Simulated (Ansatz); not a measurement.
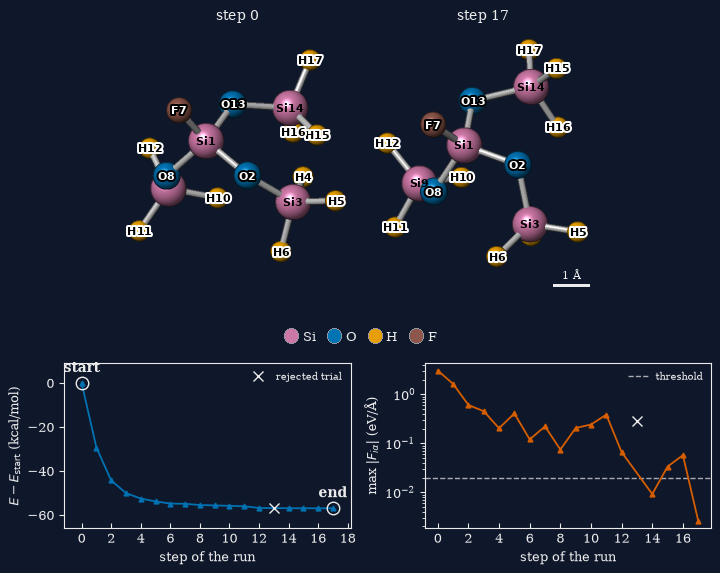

First and last geometry of a relaxation of Si₄H₉O₃F, with the history of the run. A ball-and-stick model, seen at a tilt.

The run prepares the start of a later molecular dynamics calculation, from a guessed geometry.

Method: RKS PBE-D4/STO-3G in Ansatz. Set-up: no spin polarisation; force threshold 0.02 eV/Å; at most 40 steps.

### Did the run converge, and what did it change?

It converged. H15 moves most after the best rigid fit: 1.87 Å. By element the largest moves are H 1.87 Å, O 0.83 Å, Si 0.68 Å, F 0.47 Å. Near-neighbour distances that change, for instance: Si3–H15 2.065 → 4.463 Å, H4–Si14 1.985 → 4.181 Å, Si3–Si14 3.046 → 4.224 Å, Si1–F7 1.590 → 1.638 Å. Bond angles that change, for instance: Si1–O8–Si9 125.0° → 114.9°, O8–Si9–H11 109.5° → 104.9°, O13–Si14–H17 109.5° → 105.0°. Groups turn about Si1–O2 by about 75°, O13–Si14 by about 40°, O2–Si3 by about 35°. After 16 accepted moves (17 points after the start) the energy has fallen by 56.9 kcal/mol. The largest force component goes from 3.1 to 0.0026 eV/Å. The line search rejected the trial step at point 13 of the run. The forces were under the threshold at step 14, but the run went on from there. Cost: 110 s on 1 thread of Arm Neoverse V2 (shared host), peak memory 0.15 GiB.

Limits of the set-up: STO-3G is a minimal basis, so the numbers are rough.
